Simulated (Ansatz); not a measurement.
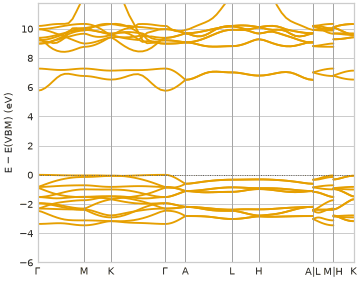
*Band structure from r²SCAN (plane waves, PAW; program Ansatz)*

Q: Read off the gap and where the band edges lie.

A: About 5.8 eV (5.76 eV by a search for the band edges); maximum at Γ, minimum at Γ.

Q: Pick the material that matches.
(A) CaAl2O4, P6_3 (Pearson symbol hP42)
(B) C, P6_3/mmc (C on 4e, C on 4f)
(C) C, P6_3/mmc (C on 4f, C on 4f, C on 4e)
(D) CaF2, P6_3/mmc (Ca on 2c, F on 4f)

A: D, CaF2, P6_3/mmc (Ca on 2c, F on 4f)

The start of the workflow was typed in or built on a structure type; neither database checked (COD, Materials Project) lists it. It is not the phase usual at ambient conditions (space group No. 225). The cell was relaxed with r²SCAN under the symmetry of its start; whether a distortion lowers the energy is not shown.

Potentials: the earlier of the program's two PAW sets.
